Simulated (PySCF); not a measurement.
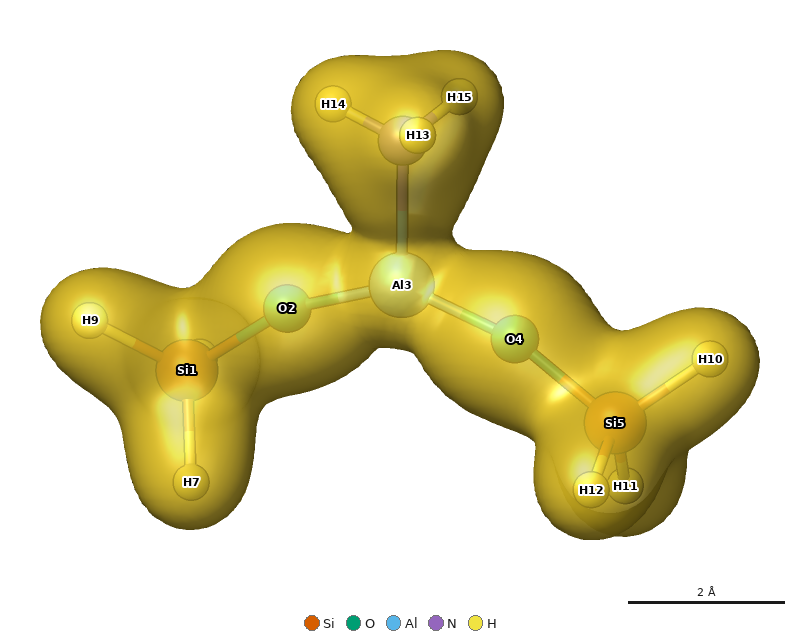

Figure 1: AlH$_{9}$NO$_{2}$Si$_{2}$ (charge +1). Isosurface of the electron density at 0.2 e/Å³ (yellow), seen at a tilt.

Geometry: PBE0-D3(BJ)/def2-SVP.

Theory: PySCF 2.14.0, PBE0/pcSseg-1, SCF density, gas phase, non-relativistic.

```xyz
15

Si    0.3587    2.9777    0.9858
O     0.4339    1.5191    0.1314
Al    0.1925   -0.0521   -0.3164
O    -0.6332   -1.4215    0.0919
Si   -1.6032   -2.5761    0.8563
N     1.2833   -0.4182   -1.8982
H     0.1203    2.6622    2.4196
H    -0.7600    3.7728    0.4146
H     1.6650    3.6605    0.7938
H    -1.8558   -3.6560   -0.1340
H    -2.8696   -1.9163    1.2704
H    -0.8505   -3.0884    2.0321
H     1.9393   -1.1952   -1.7521
H     1.8416    0.3958   -2.1803
H     0.7210   -0.6910   -2.7136
```

How is the density connected at this value?

Answer. At this value the surface is in one piece. It bridges the sampled Al–O (1.65 Å), Si–O (1.69 Å), Al–N (1.96 Å) and N–H (1.03 Å) contacts, where the density stays above the isovalue. On the grid the lowest density along these lines, outside the cores, is 0.8 e/Å³ (Al–O, 1.65 Å), 0.79 e/Å³ (Si–O, 1.69 Å), 0.48 e/Å³ (Al–N, 1.96 Å) and 2.2 e/Å³ (N–H, 1.03 Å).
